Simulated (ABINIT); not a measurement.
# Cs2AgBiBr6 (Fm-3m): changed settings of a GW run in ABINIT

What do changed inputs do to GW on Cs2AgBiBr6 (Fm-3m)?

Method: PBE and many-body steps on it, plane waves, in ABINIT 10.8.3.

## Step 1: Starting point

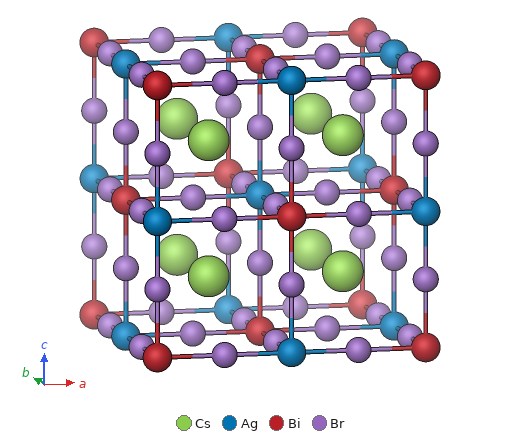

Start, viewed slightly off an axis; caesium green, silver blue, bismuth red, bromine purple. This picture shows the conventional cell, with its axes. Some periodic images of atoms are drawn too.

The cell and positions come from the Crystallography Open Database and are kept as given unless a step says otherwise. Spin-orbit coupling is left out unless a step names it.

## Step 2: Screening, 2×2×2 mesh, 247 bands, screening to 87.1 eV

This step: ABINIT 10.8.3; RPA screening on PBE, plane waves, norm-conserving pseudopotentials.

The RPA dielectric matrix is built and inverted for each q.

run.abi

```
acell 3*1.0 Angstrom
rprim 
  -0.000000000000 5.616100000000 5.616100000000
  5.616100000000 0.000000000000 5.616100000000
  5.616100000000 5.616100000000 -0.000000000000
ntypat 4
znucl 55 47 83 35
natom 10
typat 1 1 2 3 4 4 4 4 4 4
xred 
  0.250000000000 0.250000000000 0.250000000000
  0.750000000000 0.750000000000 0.750000000000
  0.500000000000 0.500000000000 0.500000000000
  0.000000000000 0.000000000000 0.000000000000
  0.250550000000 0.749450000000 0.250550000000
  0.250550000000 0.749450000000 0.749450000000
  0.749450000000 0.250550000000 0.749450000000
  0.749450000000 0.250550000000 0.250550000000
  0.250550000000 0.250550000000 0.749450000000
  0.749450000000 0.749450000000 0.250550000000
pp_dirpath "pseudos"
pseudos "Cs.upf, Ag.upf, Bi.upf, Br.upf"
ecut 39
ngkpt 2 2 2
nshiftk 1
shiftk 0 0 0
kptopt 1
chksymbreak 0
istwfk *1
occopt 1
irdwfk 1
optdriver 3
nband 247
ecuteps 3.2
inclvkb 2
awtr 1
symchi 1
indata_prefix "in"
outdata_prefix "out"
tmpdata_prefix "tmp"
```

The run is started by

```
> OMP_NUM_THREADS=1 mpirun -n 16 abinit run.abi > log
```

Output:

```text
.Version 10.8.3 of ABINIT. v10.8.2 released Aug 2026.

 Symmetries : space group Fm -3 m (#225); Bravais cF (face-center cubic)
[... echo of the input left out ...]
== DATASET  1 ==================================================================
-   mpi_nproc: 16, omp_nthreads: 1 (-1 if OMP is not activated)

--- !DatasetInfo
iteration_state: {dtset: 1, }
dimensions: {natom: 10, nkpt: 3, mband: 247, nsppol: 1, nspinor: 1, nspden: 1, mpw: 27866, }
cutoff_energies: {ecut:  39.0, pawecutdg:  -1.0, }
electrons: {nelect:   1.62000000E+02, charge:   0.00000000E+00, occopt:   1.00000000E+00, tsmear:   1.00000000E-02, }

 SCREENING: Calculation of the susceptibility and dielectric matrices

 Based on a program developped by R.W. Godby, V. Olevano, G. Onida, and L. Reining.
 Incorporated in ABINIT by V. Olevano, G.-M. Rignanese, and M. Torrent.
.Using double precision arithmetic ; gwpc =  8

[... cell and pseudopotentials left out ...]
--------------------------------------------------------------------------------

 ==== K-mesh for the wavefunctions ====
 Number of points in the irreducible wedge :     3
[... list of points left out ...]
 Together with 48 symmetry operations and time-reversal symmetry
 yields     8 points in the full Brillouin Zone.

 ==== Q-mesh for the screening function ====
 Number of points in the irreducible wedge :     3
[... list of points left out ...]
 Together with 48 symmetry operations and time-reversal symmetry
 yields     8 points in the full Brillouin Zone.

 setmesh: FFT mesh size selected  =    60x   60x   60
          total number of points  =       216000

 vcoul_init : cutoff-mode = AUXILIARY_FUNCTION
 q-points for optical limit:   1
     1)      0.000010    0.000020    0.000030

- screening: taking advantage of time-reversal symmetry
- Maximum band index for partially occupied states nbvw = 81
- Remaining bands to be divided among processors   nbcw = 166
- Number of bands treated by each node ~10

 Number of electrons calculated from density =  162.0000; Expected =  162.0000
 average of density, n =  0.067762
 r_s =    1.5216
 omega_plasma =   25.1100 [eV]

 calculating chi0 at frequencies [eV] :
  1    0.000000E+00    0.000000E+00
  2    0.000000E+00    2.511005E+01

--------------------------------------------------------------------------------
  q-point number  1        q = ( 0.000000, 0.000000, 0.000000) [r.l.u.]
--------------------------------------------------------------------------------
[... chi0 elements left out ...]
 For q-point:  0.000010 0.000020 0.000030
  dielectric constant =   5.6880
  dielectric constant without local fields =   6.5785

  Average fulfillment of the sum rule on Im[epsilon] for q-point    1 :     38.62  [%]
[... wings left out ...]
  q-point number  2        q = ( 0.500000, 0.000000, 0.000000) [r.l.u.]
--------------------------------------------------------------------------------
[... chi0 elements left out ...]
  Average fulfillment of the sum rule on Im[epsilon] for q-point    2 :     42.39  [%]

 [... 1 further q-points ...]
```

Wall time 3.4 min (16 MPI ranks of Arm Neoverse V1, shared host); peak memory 28 GiB; 55 min of CPU time.

Numbers from this step:

```
ε∞ with local fields, on this mesh, along the program's q direction : 5.688
the same without local fields                                       : 6.579
plasma frequency                                                    : 25.11 eV
plane waves in the screening matrix                                 : 645
```

Local fields lower ε∞ by 14 %. On a Γ-centred mesh this coarse the value itself is usually too large, while a short band sum pulls it down.

## Step 3: Base

The self-energy is evaluated for the states that the input lists, and the levels follow from it, in one-shot runs by the linearised quasiparticle equation.

This step: G0W0 on PBE, plane waves, norm-conserving pseudopotentials.

Changes to run.abi since step 2:

```diff
@@ -31,8 +31,19 @@
 irdwfk 1
-optdriver 3
+optdriver 4
 nband 247
+gwcalctyp 0
+ecutsigx 39
+symsigma 1
+nkptgw 3
+kptgw 
+  0.5000000000 0.5000000000 0.0000000000
+  0.5000000000 0.0000000000 0.0000000000
+  0.0000000000 0.0000000000 0.0000000000
+bdgw 
+  80 83
+  80 84
+  80 84
 ecuteps 3.2
-inclvkb 2
-awtr 1
-symchi 1
+irdscr 1
+ppmodel 1
 indata_prefix "in"
```

Output:

```text
.Version 10.8.3 of ABINIT. v10.8.2 released Aug 2026.

 Symmetries : space group Fm -3 m (#225); Bravais cF (face-center cubic)
[... echo of the input left out ...]
== DATASET  1 ==================================================================
-   mpi_nproc: 16, omp_nthreads: 1 (-1 if OMP is not activated)

--- !DatasetInfo
iteration_state: {dtset: 1, }
dimensions: {natom: 10, nkpt: 3, mband: 247, nsppol: 1, nspinor: 1, nspden: 1, mpw: 27866, }
cutoff_energies: {ecut:  39.0, pawecutdg:  -1.0, }
electrons: {nelect:   1.62000000E+02, charge:   0.00000000E+00, occopt:   1.00000000E+00, tsmear:   1.00000000E-02, }

 SIGMA: Calculation of the GW corrections

 Based on a program developped by R.W. Godby, V. Olevano, G. Onida, and L. Reining.
 Incorporated in ABINIT by V. Olevano, G.-M. Rignanese, and M. Torrent.
.Using double precision arithmetic ; gwpc =  8

[... cell and pseudopotentials left out ...]
--------------------------------------------------------------------------------

 ==== K-mesh for the wavefunctions ====
 Number of points in the irreducible wedge :     3
[... list of points left out ...]
 Together with 48 symmetry operations and time-reversal symmetry
 yields     8 points in the full Brillouin Zone.

 ==== Q-mesh for screening function ====
 Number of points in the irreducible wedge :     3
[... list of points left out ...]
 Together with 48 symmetry operations and time-reversal symmetry
 yields     8 points in the full Brillouin Zone.

 vcoul_init : cutoff-mode = AUXILIARY_FUNCTION
 q-points for optical limit:   1
     1)      0.000010    0.000020    0.000030
 setmesh: FFT mesh size selected  =    90x   90x   90
          total number of points  =       729000

 Number of electrons calculated from density =  162.0000; Expected =  162.0000
 average of density, n =  0.067762
 r_s =    1.5216
 omega_plasma =   25.1100 [eV]

 === KS Band Gaps ===
  >>>> For spin  1
   Minimum direct gap =   2.5434 [eV], located at k-point      :   0.5000  0.0000  0.0000
   Fundamental gap    =   1.2701 [eV], Top of valence bands at :   0.5000  0.5000  0.0000
                                       Bottom of conduction at :   0.5000  0.0000  0.0000
 SIGMA fundamental parameters:
 PLASMON POLE MODEL  1
 number of plane-waves for SigmaX                27725
 number of plane-waves for SigmaC and W            645
 number of plane-waves for wavefunctions         27725
 number of bands                                   247
 number of independent spin polarizations            1
 number of spinorial components                      1
 number of k-points in IBZ                           3
 number of q-points in IBZ                           3
 number of symmetry operations                      48
 number of k-points in BZ                            8
 number of q-points in BZ                            8
 number of frequencies for dSigma/dE                 9
 frequency step for dSigma/dE [eV]                0.25
 number of omega for Sigma on real axis              0
 max omega for Sigma on real axis  [eV]           0.00
 zcut for avoiding poles [eV]                     0.10

 EPSILON^-1 parameters (SCR file):
 dimension of the eps^-1 matrix on file            645
 dimension of the eps^-1 matrix used               645
 number of plane-waves for wavefunctions         27725
 number of bands                                   247
 number of q-points in IBZ                           3
 number of frequencies                               2
 number of real frequencies                          1
 number of imag frequencies                          1

 matrix elements of self-energy operator (all in [eV])

 Perturbative Calculation

--- !SelfEnergy_ee
iteration_state: {dtset: 1, }
kpoint     : [   0.500,    0.500,    0.000, ]
spin       : 1
KS_gap     :    2.823
QP_gap     :    4.323
Delta_QP_KS:    1.500
data: !SigmaeeData |
     Band     E0 <VxcDFT>   SigX SigC(E0)      Z dSigC/dE  Sig(E)    E-E0       E
       80   1.782 -19.787 -24.362   3.670   0.790  -0.267 -20.502  -0.715   1.067
       81   2.481 -18.730 -22.413   2.902   0.802  -0.247 -19.356  -0.626   1.854
       82   5.303 -12.921  -9.409  -2.428   0.806  -0.241 -12.047   0.874   6.177
       83   5.303 -12.921  -9.409  -2.428   0.806  -0.241 -12.047   0.874   6.177

--- !SelfEnergy_ee
iteration_state: {dtset: 1, }
kpoint     : [   0.500,    0.000,    0.000, ]
spin       : 1
KS_gap     :    2.543
QP_gap     :    4.542
Delta_QP_KS:    1.999
data: !SigmaeeData |
     Band     E0 <VxcDFT>   SigX SigC(E0)      Z dSigC/dE  Sig(E)    E-E0       E
       80   1.207 -17.059 -21.803   3.471   0.786  -0.272 -18.060  -1.001   0.206
       81   1.207 -17.059 -21.803   3.471   0.786  -0.272 -18.060  -1.001   0.206
[...]
--- !SelfEnergy_ee
iteration_state: {dtset: 1, }
kpoint     : [   0.000,    0.000,    0.000, ]
spin       : 1
KS_gap     :    3.008
QP_gap     :    4.579
Delta_QP_KS:    1.571
data: !SigmaeeData |
     Band     E0 <VxcDFT>   SigX SigC(E0)      Z dSigC/dE  Sig(E)    E-E0       E
[...]
82   4.795 -12.050  -8.555  -2.451   0.818  -0.222 -11.195   0.855   5.650
       83   4.795 -12.050  -8.555  -2.451   0.818  -0.222 -11.195   0.855   5.650
       84   4.795 -12.050  -8.555  -2.451   0.818  -0.222 -11.195   0.855   5.650

 New Fermi energy :        1.213314E-01 Ha ,    3.301595E+00 eV

 === QP Band Gaps ===
  >>>> For spin  1
   Minimum direct gap =   4.3228 [eV], located at k-point      :   0.5000  0.5000  0.0000
   Fundamental gap    =   2.8944 [eV], Top of valence bands at :   0.5000  0.5000  0.0000
                                       Bottom of conduction at :   0.5000  0.0000  0.0000

== END DATASET(S) ==============================================================
================================================================================

 -outvars: echo values of variables after computation  --------
           etotal      0.0000000000E+00
            nband         247
             nkpt           3
          spgroup         225
 [... the other variables as echoed above ...]

 Calculation completed.
```

Elapsed: 34 s, on 16 MPI ranks; peak memory 14 GiB; 9.1 min of CPU time.

Numbers from this step:

| Property | Result |
| --- | --- |
| G0W0 gap on the points computed | 2.895 eV |
| starting gap on the mesh | 1.270 eV |
| k of the valence top | 0.5, 0.5, 0 |
| k of the conduction bottom | 0.5, 0, 0 |
| Z at the valence top | 0.802 |
| Z at the conduction bottom | 0.823 |
| least direct G0W0 gap on the computed points | 4.323 eV |

The gap on the mesh goes from 1.27 eV to 2.89 eV, a correction of +1.63 eV.

## Step 4: Scissors in G

Changes to run.abi since step 3:

```diff
@@ -48,2 +48,3 @@
 ppmodel 1
+mbpt_sciss 1.0 eV
 indata_prefix "in"
```

Output:

```text
.Version 10.8.3 of ABINIT. v10.8.2 released Aug 2026.

 Symmetries : space group Fm -3 m (#225); Bravais cF (face-center cubic)
[... echo of the input left out ...]
== DATASET  1 ==================================================================
-   mpi_nproc: 16, omp_nthreads: 1 (-1 if OMP is not activated)

--- !DatasetInfo
iteration_state: {dtset: 1, }
dimensions: {natom: 10, nkpt: 3, mband: 247, nsppol: 1, nspinor: 1, nspden: 1, mpw: 27866, }
cutoff_energies: {ecut:  39.0, pawecutdg:  -1.0, }
electrons: {nelect:   1.62000000E+02, charge:   0.00000000E+00, occopt:   1.00000000E+00, tsmear:   1.00000000E-02, }

 SIGMA: Calculation of the GW corrections

 Based on a program developped by R.W. Godby, V. Olevano, G. Onida, and L. Reining.
 Incorporated in ABINIT by V. Olevano, G.-M. Rignanese, and M. Torrent.
.Using double precision arithmetic ; gwpc =  8

[... cell and pseudopotentials left out ...]
--------------------------------------------------------------------------------

 ==== K-mesh for the wavefunctions ====
 Number of points in the irreducible wedge :     3
[... list of points left out ...]
 Together with 48 symmetry operations and time-reversal symmetry
 yields     8 points in the full Brillouin Zone.

 ==== Q-mesh for screening function ====
 Number of points in the irreducible wedge :     3
[... list of points left out ...]
 Together with 48 symmetry operations and time-reversal symmetry
 yields     8 points in the full Brillouin Zone.

 vcoul_init : cutoff-mode = AUXILIARY_FUNCTION
 q-points for optical limit:   1
     1)      0.000010    0.000020    0.000030
 setmesh: FFT mesh size selected  =    90x   90x   90
          total number of points  =       729000

 Number of electrons calculated from density =  162.0000; Expected =  162.0000
[...]
Perturbative Calculation

--- !SelfEnergy_ee
iteration_state: {dtset: 1, }
kpoint     : [   0.500,    0.500,    0.000, ]
spin       : 1
KS_gap     :    2.823
QP_gap     :    4.448
Delta_QP_KS:    1.625
data: !SigmaeeData |
     Band     E0 <VxcDFT>   SigX SigC(E0)      Z dSigC/dE  Sig(E)    E-E0       E
       80   1.782 -19.787 -24.362   3.704   0.791  -0.264 -20.476  -0.689   1.093
       81   2.481 -18.730 -22.413   2.946   0.804  -0.244 -19.322  -0.592   1.888
       82   5.303 -12.921  -9.409  -2.471   0.808  -0.238 -11.888   1.033   6.336
[...]
--- !SelfEnergy_ee
iteration_state: {dtset: 1, }
kpoint     : [   0.500,    0.000,    0.000, ]
spin       : 1
KS_gap     :    2.543
QP_gap     :    4.659
Delta_QP_KS:    2.116
data: !SigmaeeData |
     Band     E0 <VxcDFT>   SigX SigC(E0)      Z dSigC/dE  Sig(E)    E-E0       E
[...]
--- !SelfEnergy_ee
iteration_state: {dtset: 1, }
kpoint     : [   0.000,    0.000,    0.000, ]
spin       : 1
KS_gap     :    3.008
QP_gap     :    4.701
Delta_QP_KS:    1.693
data: !SigmaeeData |
     Band     E0 <VxcDFT>   SigX SigC(E0)      Z dSigC/dE  Sig(E)    E-E0       E
[...]
83   4.795 -12.050  -8.555  -2.492   0.820  -0.219 -11.047   1.003   5.798
       84   4.795 -12.050  -8.555  -2.492   0.820  -0.219 -11.047   1.003   5.798

 New Fermi energy :        1.245476E-01 Ha ,    3.389112E+00 eV

 === QP Band Gaps ===
  >>>> For spin  1
   Minimum direct gap =   4.4478 [eV], located at k-point      :   0.5000  0.5000  0.0000
   Fundamental gap    =   3.0014 [eV], Top of valence bands at :   0.5000  0.5000  0.0000
                                       Bottom of conduction at :   0.5000  0.0000  0.0000

== END DATASET(S) ==============================================================
================================================================================

 -outvars: echo values of variables after computation  --------
           etotal      0.0000000000E+00
            nband         247
             nkpt           3
          spgroup         225
 [... the other variables as echoed above ...]

 Calculation completed.
```

Run time: 35 s. Hardware: 16 MPI ranks; peak memory 14 GiB.

Numbers from this step:

```yaml
g0w0_gap_on_the_points_computed: 3.002 eV
starting_gap_on_the_mesh: 1.270 eV
k_of_the_valence_top: 0.5, 0.5, 0
k_of_the_conduction_bottom: 0.5, 0, 0
z_at_the_valence_top: 0.804
z_at_the_conduction_bottom: 0.825
least_direct_g0w0_gap_on_the_computed_points: 4.448 eV
```

## Step 5: No symmetry in the self-energy

Changes to run.abi since step 4:

```diff
@@ -35,3 +35,3 @@
 ecutsigx 39
-symsigma 1
+symsigma 0
 nkptgw 3
@@ -48,3 +48,2 @@
 ppmodel 1
-mbpt_sciss 1.0 eV
 indata_prefix "in"
```

Output:

```text
.Version 10.8.3 of ABINIT. v10.8.2 released Aug 2026.

 Symmetries : space group Fm -3 m (#225); Bravais cF (face-center cubic)
[... echo of the input left out ...]
== DATASET  1 ==================================================================
-   mpi_nproc: 16, omp_nthreads: 1 (-1 if OMP is not activated)

--- !DatasetInfo
iteration_state: {dtset: 1, }
dimensions: {natom: 10, nkpt: 3, mband: 247, nsppol: 1, nspinor: 1, nspden: 1, mpw: 27866, }
cutoff_energies: {ecut:  39.0, pawecutdg:  -1.0, }
[...]
Minimum direct gap =   4.3228 [eV], located at k-point      :   0.5000  0.5000  0.0000
   Fundamental gap    =   2.8944 [eV], Top of valence bands at :   0.5000  0.5000  0.0000
                                       Bottom of conduction at :   0.5000  0.0000  0.0000

== END DATASET(S) ==============================================================
================================================================================

 -outvars: echo values of variables after computation  --------
           etotal      0.0000000000E+00
            nband         247
             nkpt           3
          spgroup         225
 [... the other variables as echoed above ...]

 Calculation completed.
```

Elapsed: 62 s, on 16 MPI ranks; peak memory 14 GiB.

This step gave:

- G0W0 gap on the points computed: 2.895 eV
- starting gap on the mesh: 1.270 eV
- k of the valence top: 0.5, 0.5, 0
- k of the conduction bottom: 0.5, 0, 0
- least direct G0W0 gap on the computed points: 4.323 eV

Against G0W0 in ABINIT (2×2×2 mesh, 247 bands, screening to 87.1 eV, Godby-Needs plasmon pole), the gap moves by +0.000 eV.

## Step 6: Broadening of the poles

Changes to run.abi since step 5:

```diff
@@ -35,3 +35,3 @@
 ecutsigx 39
-symsigma 0
+symsigma 1
 nkptgw 3
@@ -48,2 +48,3 @@
 ppmodel 1
+zcut 0.5 eV
 indata_prefix "in"
```

Output:

```text
.Version 10.8.3 of ABINIT. v10.8.2 released Aug 2026.

 Symmetries : space group Fm -3 m (#225); Bravais cF (face-center cubic)
[... echo of the input left out ...]
== DATASET  1 ==================================================================
-   mpi_nproc: 16, omp_nthreads: 1 (-1 if OMP is not activated)

--- !DatasetInfo
iteration_state: {dtset: 1, }
dimensions: {natom: 10, nkpt: 3, mband: 247, nsppol: 1, nspinor: 1, nspden: 1, mpw: 27866, }
cutoff_energies: {ecut:  39.0, pawecutdg:  -1.0, }
[...]
Minimum direct gap =   4.3255 [eV], located at k-point      :   0.5000  0.5000  0.0000
   Fundamental gap    =   2.8944 [eV], Top of valence bands at :   0.5000  0.5000  0.0000
                                       Bottom of conduction at :   0.5000  0.0000  0.0000

== END DATASET(S) ==============================================================
================================================================================

 -outvars: echo values of variables after computation  --------
           etotal      0.0000000000E+00
            nband         247
             nkpt           3
          spgroup         225
 [... the other variables as echoed above ...]

 Calculation completed.
```

Wall time 35 s (16 MPI ranks); peak memory 14 GiB.

This step gave:

- G0W0 gap on the points computed: 2.895 eV
- starting gap on the mesh: 1.270 eV
- k of the valence top: 0.5, 0.5, 0
- k of the conduction bottom: 0.5, 0, 0
- least direct G0W0 gap on the computed points: 4.326 eV

Against G0W0 in ABINIT (2×2×2 mesh, 247 bands, screening to 87.1 eV, Godby-Needs plasmon pole), the gap moves by +0.000 eV.

(Continued in part 2 of 2.)

[Paths, hosts, dates, memory and timing lines, banners, echoed tables and standing remarks are left out of the program output.]

[Logs are printed without paths, hosts, clocks, repeated set-up lines and the standing remarks that a program may print on its own settings, such as how far it seeks lower states.]

[Runs of the session that timed out or met a known fault of the program may be left out.]

[Hosts, paths, dates, database ids (printed as entryN), source tags and the programs' standing remarks are cut or masked in the printed files.]

[G0W0 gaps are taken among the corrected bands and points alone; a level outside them can change the order at an edge.]

[Where Ansatz stands beside ABINIT at settings called matched, ABINIT's density can come from a denser mesh and the files from another edition; pairs whose starting gaps differed by over 0.03 eV were left out, so agreement reads better than it is.]
